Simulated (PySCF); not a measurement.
**[Dy(P5)2]+: other functionals and bases at one geometry**

How far do other levels of theory move the description of [Dy(P5)2]+, and what does each cost? The structure is generated, not taken from experiment.

Method: several levels, as the steps say, no spin–orbit coupling; program: PySCF 2.14.0.

2 further runs of the same task are left out: 1 for a known fault of the program, 1 that didn't finish.

**1. The system as given**

11 atoms, charge 1, spin multiplicity 1.

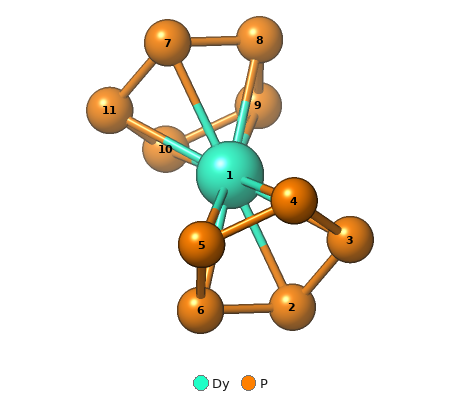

The structure; dysprosium teal, phosphorus orange; atoms are numbered from 1 in the order of the file.

Coordinates:

```xyz
11
DyP10
Dy    0.0000    0.0000    0.0000
P     0.0000    1.8292    2.4653
P    -1.7397    0.5652    2.4653
P    -1.0752   -1.4799    2.4653
P     1.0752   -1.4798    2.4653
P     1.7397    0.5653    2.4653
P     0.0000   -1.8292   -2.4653
P    -1.7397   -0.5653   -2.4653
P    -1.0752    1.4798   -2.4653
P     1.0752    1.4799   -2.4653
P     1.7397   -0.5652   -2.4653
```

Formal oxidation states: Dy +3. Each metal's 9 4f electrons lie in its core potential, so multiplicities, spins and levels count the valence alone. An earlier session relaxed this geometry at B3LYP, Dy lcecp-1-SVP with ECP55, P def2-SVP (singlet, point group D5d).

At B3LYP on the finer grid: E = -3449.654459 Eh, HOMO -10.96 eV, LUMO -8.35 eV, Mulliken charge on Dy1 +0.74 e, largest force component 0.009 eV/Å. 

Levels to run: wB97X; HF; PBE0; TPSS; B3LYP, TZVP. Hardware: 4 threads of Arm Neoverse V1, shared host.

**2. wB97X**

run.py (the lines that set the calculation)

```python
mol = gto.M(atom='''
Dy     0.00000     0.00000     0.00000
P     -0.00001     1.82919     2.46526
P     -1.73967     0.56524     2.46526
P     -1.07516    -1.47986     2.46526
P      1.07518    -1.47984     2.46526
P      1.73966     0.56526     2.46526
P      0.00001    -1.82919    -2.46526
P     -1.73966    -0.56526    -2.46526
P     -1.07518     1.47984    -2.46526
P      1.07516     1.47986    -2.46526
P      1.73967    -0.56524    -2.46526''',
    basis={'Dy': 'lcecp-1-SVP', 'P': 'def2-SVP'},
    ecp={'Dy': 'lcecp-1-SVP'},
    charge=1, spin=0)
mf = dft.RKS(mol, xc='WB97X')
mf.grids.atom_grid = (75, 302)  # f atoms: unpruned, at least (60, 302)
mf = mf.density_fit()  # fitting sets: Dy AutoAux, P def2-universal-JKFIT
mf.conv_tol = 1e-08; mf.max_cycle = 55
mf.kernel(dm0)  # dm0: the density of the relaxed state
```

Run with:

```
$ OMP_NUM_THREADS=4 python run.py
```

Log:

```text
init E= -3449.38436795015
  HOMO = -0.488300076023718  LUMO = -0.235965524654887  gap/eV = 6.86637
cycle= 1 E= -3449.39628109211  delta_E= -0.0119  |g|= 0.0377  |ddm|= 0.492
  HOMO = -0.495088372861206  LUMO = -0.2433650674502  gap/eV = 6.84974
cycle= 2 E= -3449.39723377056  delta_E= -0.000953  |g|= 0.0161  |ddm|= 0.14
  HOMO = -0.493591938285091  LUMO = -0.23986241434573  gap/eV = 6.90433
cycle= 3 E= -3449.39736100843  delta_E= -0.000127  |g|= 0.0113  |ddm|= 0.0558
  HOMO = -0.494252228747869  LUMO = -0.241268528248154  gap/eV = 6.88404
cycle= 4 E= -3449.39742112034  delta_E= -6.01e-05  |g|= 0.00213  |ddm|= 0.0284
  HOMO = -0.494448289571029  LUMO = -0.241250677605251  gap/eV = 6.88986
cycle= 5 E= -3449.39742389435  delta_E= -2.77e-06  |g|= 0.000611  |ddm|= 0.00596
  HOMO = -0.494415710418482  LUMO = -0.241229949955454  gap/eV = 6.88954
cycle= 6 E= -3449.39742431907  delta_E= -4.25e-07  |g|= 0.000187  |ddm|= 0.00285
  HOMO = -0.494414872310128  LUMO = -0.241220435716577  gap/eV = 6.88977
cycle= 7 E= -3449.39742436499  delta_E= -4.59e-08  |g|= 4.66e-05  |ddm|= 0.000939
  HOMO = -0.494414199500244  LUMO = -0.241219587179816  gap/eV = 6.88978
cycle= 8 E= -3449.39742436788  delta_E= -2.89e-09  |g|= 4.48e-05  |ddm|= 0.000262
  HOMO = -0.494413906852376  LUMO = -0.241219161539297  gap/eV = 6.88978
Extra cycle  E= -3449.39742436748  delta_E= 3.97e-10  |g|= 6.12e-05  |ddm|= 0.000163
converged SCF energy = -3449.39742436748
```

It took 41 s on 4 threads of Arm Neoverse V1, shared host.

It gives: E = -3449.397424 Eh, HOMO -13.45 eV, LUMO -6.56 eV, Mulliken charge on Dy1 +0.80 e, largest force component 0.819 eV/Å. 

**3. HF**

run.py (the lines that set the calculation), as its differences from that of step 2:

```diff
@@ -15,4 +15,3 @@
     charge=1, spin=0)
-mf = dft.RKS(mol, xc='WB97X')
-mf.grids.atom_grid = (75, 302)  # f atoms: unpruned, at least (60, 302)
+mf = scf.RHF(mol)
 mf = mf.density_fit()  # fitting sets: Dy AutoAux, P def2-universal-JKFIT
```

Run with:

```
$ OMP_NUM_THREADS=4 python run.py
```

Log:

```text
init E= -3442.77249747898
  HOMO = -0.47386315404517  LUMO = -0.1835143285673  gap/eV = 7.90079
cycle= 1 E= -3442.8429924851  delta_E= -0.0705  |g|= 0.0983  |ddm|= 0.922
  HOMO = -0.498981427203452  LUMO = -0.208266572949337  gap/eV = 7.91075
cycle= 2 E= -3442.84762146727  delta_E= -0.00463  |g|= 0.0455  |ddm|= 0.274
  HOMO = -0.493444595750415  LUMO = -0.199276517062674  gap/eV = 8.00472
cycle= 3 E= -3442.84859588956  delta_E= -0.000974  |g|= 0.0224  |ddm|= 0.124
  HOMO = -0.495537562353621  LUMO = -0.202167917666736  gap/eV = 7.98299
cycle= 4 E= -3442.84890940558  delta_E= -0.000314  |g|= 0.00586  |ddm|= 0.0724
  HOMO = -0.495758786814748  LUMO = -0.201914977604566  gap/eV = 7.99590
cycle= 5 E= -3442.84892980465  delta_E= -2.04e-05  |g|= 0.0013  |ddm|= 0.0161
  HOMO = -0.495584643735159  LUMO = -0.201793337164268  gap/eV = 7.99447
cycle= 6 E= -3442.84893169195  delta_E= -1.89e-06  |g|= 0.000327  |ddm|= 0.00601
  HOMO = -0.495573294649032  LUMO = -0.201780435680841  gap/eV = 7.99451
cycle= 7 E= -3442.84893184005  delta_E= -1.48e-07  |g|= 8.27e-05  |ddm|= 0.00163
  HOMO = -0.495570168432767  LUMO = -0.201779035249429  gap/eV = 7.99446
cycle= 8 E= -3442.84893185283  delta_E= -1.28e-08  |g|= 2.87e-05  |ddm|= 0.000491
  HOMO = -0.495568863016902  LUMO = -0.20177804829592  gap/eV = 7.99446
cycle= 9 E= -3442.84893185371  delta_E= -8.84e-10  |g|= 1.96e-05  |ddm|= 0.000108
  HOMO = -0.495568287103452  LUMO = -0.201777386560648  gap/eV = 7.99446
Extra cycle  E= -3442.84893185387  delta_E= -1.53e-10  |g|= 1.86e-05  |ddm|= 6.39e-05
converged SCF energy = -3442.84893185387
```

Wall time 20 s (4 threads of Arm Neoverse V1, shared host).

Result: E = -3442.848932 Eh, HOMO -13.49 eV, LUMO -5.49 eV, Mulliken charge on Dy1 +1.15 e, largest force component 0.638 eV/Å. 

**4. PBE0**

run.py (the lines that set the calculation), as its differences from that of step 3:

```diff
@@ -15,3 +15,4 @@
     charge=1, spin=0)
-mf = scf.RHF(mol)
+mf = dft.RKS(mol, xc='PBE0')
+mf.grids.atom_grid = (75, 302)  # f atoms: unpruned, at least (60, 302)
 mf = mf.density_fit()  # fitting sets: Dy AutoAux, P def2-universal-JKFIT
```

Run with:

```
$ OMP_NUM_THREADS=4 python run.py
```

Log:

```text
init E= -3448.21882052916
  HOMO = -0.411996771393664  LUMO = -0.30456589745061  gap/eV = 2.92334
cycle= 1 E= -3448.22191488994  delta_E= -0.00309  |g|= 0.0231  |ddm|= 0.43
  HOMO = -0.416360980588868  LUMO = -0.305195082553905  gap/eV = 3.02498
cycle= 2 E= -3448.22181557816  delta_E= 9.93e-05  |g|= 0.0289  |ddm|= 0.119
  HOMO = -0.415852706391384  LUMO = -0.30712753284897  gap/eV = 2.95856
cycle= 3 E= -3448.2221103625  delta_E= -0.000295  |g|= 0.00882  |ddm|= 0.0641
  HOMO = -0.415165298230911  LUMO = -0.306184866855046  gap/eV = 2.96551
cycle= 4 E= -3448.22213769375  delta_E= -2.73e-05  |g|= 0.00102  |ddm|= 0.0143
  HOMO = -0.415199889133325  LUMO = -0.306193568910378  gap/eV = 2.96621
cycle= 5 E= -3448.22213802411  delta_E= -3.3e-07  |g|= 0.000278  |ddm|= 0.00206
  HOMO = -0.415177184615172  LUMO = -0.306173104400041  gap/eV = 2.96615
cycle= 6 E= -3448.22213803953  delta_E= -1.54e-08  |g|= 0.000194  |ddm|= 0.000787
  HOMO = -0.415177648355538  LUMO = -0.306176923751782  gap/eV = 2.96606
cycle= 7 E= -3448.22213804919  delta_E= -9.65e-09  |g|= 0.000113  |ddm|= 0.000447
  HOMO = -0.41517910429398  LUMO = -0.306179520473932  gap/eV = 2.96603
cycle= 8 E= -3448.22213805419  delta_E= -5e-09  |g|= 8.38e-06  |ddm|= 0.000187
  HOMO = -0.415179312947688  LUMO = -0.306178355028843  gap/eV = 2.96607
Extra cycle  E= -3448.22213805408  delta_E= 1.06e-10  |g|= 1.71e-05  |ddm|= 4.44e-05
converged SCF energy = -3448.22213805408
```

Wall time 28 s (4 threads of Arm Neoverse V1, shared host).

It gives: E = -3448.222138 Eh, HOMO -11.30 eV, LUMO -8.33 eV, Mulliken charge on Dy1 +0.96 e, largest force component 0.377 eV/Å. 

**5. TPSS**

run.py (the lines that set the calculation), as its differences from that of step 4:

```diff
@@ -15,3 +15,3 @@
     charge=1, spin=0)
-mf = dft.RKS(mol, xc='PBE0')
+mf = dft.RKS(mol, xc='TPSS')
 mf.grids.atom_grid = (75, 302)  # f atoms: unpruned, at least (60, 302)
```

Run with:

```
$ OMP_NUM_THREADS=4 python run.py
```

Log:

```text
init E= -3449.74393121184
  HOMO = -0.379626171586235  LUMO = -0.328619042289197  gap/eV = 1.38797
cycle= 1 E= -3449.74686236192  delta_E= -0.00293  |g|= 0.0287  |ddm|= 0.605
  HOMO = -0.381609307823877  LUMO = -0.325880488021359  gap/eV = 1.51646
cycle= 2 E= -3449.74597635683  delta_E= 0.000886  |g|= 0.0546  |ddm|= 0.167
  HOMO = -0.38167415649523  LUMO = -0.329204470297789  gap/eV = 1.42777
cycle= 3 E= -3449.74710597032  delta_E= -0.00113  |g|= 0.0129  |ddm|= 0.113
  HOMO = -0.380930811617793  LUMO = -0.328346828788468  gap/eV = 1.43088
cycle= 4 E= -3449.74716527001  delta_E= -5.93e-05  |g|= 0.00148  |ddm|= 0.021
  HOMO = -0.380935651488736  LUMO = -0.328258078709096  gap/eV = 1.43343
cycle= 5 E= -3449.74716604758  delta_E= -7.78e-07  |g|= 0.000545  |ddm|= 0.00344
  HOMO = -0.380941994164001  LUMO = -0.328260438939006  gap/eV = 1.43354
cycle= 6 E= -3449.74716606064  delta_E= -1.31e-08  |g|= 0.000516  |ddm|= 0.00162
  HOMO = -0.380948138382733  LUMO = -0.32826617827741  gap/eV = 1.43355
cycle= 7 E= -3449.74716616615  delta_E= -1.06e-07  |g|= 7.49e-05  |ddm|= 0.000841
  HOMO = -0.380945812744119  LUMO = -0.328265163786379  gap/eV = 1.43351
cycle= 8 E= -3449.74716616775  delta_E= -1.61e-09  |g|= 3.71e-05  |ddm|= 0.000173
  HOMO = -0.380944897694203  LUMO = -0.328262513432539  gap/eV = 1.43356
Extra cycle  E= -3449.74716616148  delta_E= 6.27e-09  |g|= 0.000125  |ddm|= 0.000277
converged SCF energy = -3449.74716616148
```

Wall time 26 s (4 threads of Arm Neoverse V1, shared host).

Result: E = -3449.747166 Eh, HOMO -10.37 eV, LUMO -8.93 eV, Mulliken charge on Dy1 +1.04 e, largest force component 0.049 eV/Å. 

**6. B3LYP, TZVP**

Basis: Dy lcecp-1-TZVP with ECP55, P def2-TZVP. 

run.py (the lines that set the calculation), as its differences from that of step 5:

```diff
@@ -12,6 +12,6 @@
 P      1.73967    -0.56524    -2.46526''',
-    basis={'Dy': 'lcecp-1-SVP', 'P': 'def2-SVP'},
-    ecp={'Dy': 'lcecp-1-SVP'},
+    basis={'Dy': 'lcecp-1-TZVP', 'P': 'def2-TZVP'},
+    ecp={'Dy': 'lcecp-1-TZVP'},
     charge=1, spin=0)
-mf = dft.RKS(mol, xc='TPSS')
+mf = dft.RKS(mol, xc='B3LYP')
 mf.grids.atom_grid = (75, 302)  # f atoms: unpruned, at least (60, 302)
@@ -19,2 +19,2 @@
 mf.conv_tol = 1e-08; mf.max_cycle = 55
-mf.kernel(dm0)  # dm0: the density of the relaxed state
+mf.kernel(dm0)  # dm0: free metal ions and neutral atoms
```

Run with:

```
$ OMP_NUM_THREADS=4 python run.py
```

Log:

```text
init E= -3452.04454267421
  HOMO = -0.417946966636445  LUMO = -0.353388996341621  gap/eV = 1.75671
cycle= 1 E= -3450.69335824813  delta_E= 1.35  |g|= 0.736  |ddm|= 3.71
  HOMO = -0.347695185557807  LUMO = -0.229989296938689  gap/eV = 3.20294
cycle= 2 E= -3450.32406995482  delta_E= 0.369  |g|= 1.25  |ddm|= 1.69
  HOMO = -0.39405165840508  LUMO = -0.314988627675753  gap/eV = 2.15141
cycle= 3 E= -3450.82875268471  delta_E= -0.505  |g|= 0.206  |ddm|= 1.23
  HOMO = -0.397852894666819  LUMO = -0.300157348781821  gap/eV = 2.65843
cycle= 4 E= -3450.84221887595  delta_E= -0.0135  |g|= 0.0704  |ddm|= 0.276
  HOMO = -0.394346970331817  LUMO = -0.299434528474778  gap/eV = 2.58270
cycle= 5 E= -3450.84371985389  delta_E= -0.0015  |g|= 0.016  |ddm|= 0.0804
  HOMO = -0.394954325798086  LUMO = -0.300296440693452  gap/eV = 2.57577
cycle= 6 E= -3450.843793138  delta_E= -7.33e-05  |g|= 0.00413  |ddm|= 0.0178
  HOMO = -0.395069708546789  LUMO = -0.30013481115084  gap/eV = 2.58331
cycle= 7 E= -3450.84379817385  delta_E= -5.04e-06  |g|= 0.000752  |ddm|= 0.00532
  HOMO = -0.395069246241206  LUMO = -0.300176444640619  gap/eV = 2.58216
cycle= 8 E= -3450.84379837736  delta_E= -2.04e-07  |g|= 6.14e-05  |ddm|= 0.000826
  HOMO = -0.39507477395914  LUMO = -0.30018167481659  gap/eV = 2.58217
cycle= 9 E= -3450.84379837866  delta_E= -1.3e-09  |g|= 2.3e-05  |ddm|= 0.000108
  HOMO = -0.395073954996887  LUMO = -0.300179365606299  gap/eV = 2.58221
Extra cycle  E= -3450.84379837751  delta_E= 1.15e-09  |g|= 5.88e-05  |ddm|= 8.2e-05
converged SCF energy = -3450.84379837751
```

Wall time 87 s (4 threads of Arm Neoverse V1, shared host).

Read off: E = -3450.843798 Eh, HOMO -10.75 eV, LUMO -8.17 eV, Mulliken charge on Dy1 +1.09 e, largest force component 0.332 eV/Å. 

**7. Results**

| level | state | HOMO (eV) | gap (eV) | charge on Dy1 (e) | dipole (D) | largest force (eV/Å) | basis functions | time |
| --- | --- | --- | --- | --- | --- | --- | --- | --- |
| B3LYP (relaxed here) | singlet | -10.96 | 2.60 | 0.74 | 0.00 | 0.01 | 213 | 1.8 min |
| wB97X | singlet | -13.45 | 6.89 | 0.80 | 0.00 | 0.82 | 213 | 41 s |
| HF | singlet | -13.49 | 7.99 | 1.15 | 0.00 | 0.64 | 213 | 20 s |
| PBE0 | singlet | -11.30 | 2.97 | 0.96 | 0.00 | 0.38 | 213 | 28 s |
| TPSS | singlet | -10.37 | 1.43 | 1.04 | 0.00 | 0.05 | 213 | 26 s |
| B3LYP, TZVP | singlet | -10.75 | 2.58 | 1.09 | 0.00 | 0.33 | 417 | 87 s |

Times are on 4 threads of Arm Neoverse V1, shared host; the first row also made further properties. The dipole of a charged species depends on the origin, so these sizes hold for this origin alone.

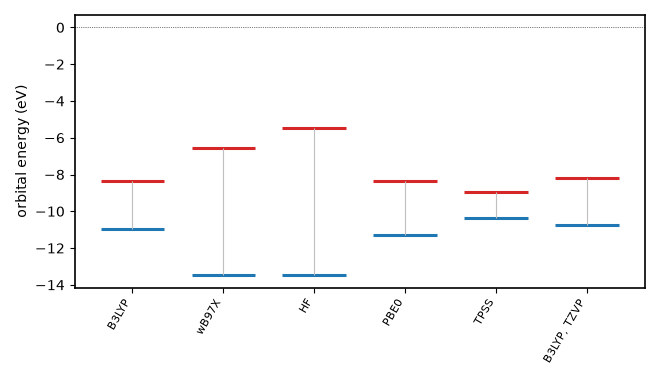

Highest filled and lowest empty level, method by method.

In one basis the HOMO–LUMO gap runs from 1.43 eV (TPSS) to 7.99 eV (HF). The largest leftover force, 0.82 eV/Å with wB97X, stands at a geometry relaxed at another level. The Mulliken charge on Dy spans +0.74 to +1.15 e over the levels. With 4f in the core, its levels are missing from HOMO and gap. Total energies of different levels can't be compared. Spin–orbit coupling is left out throughout.
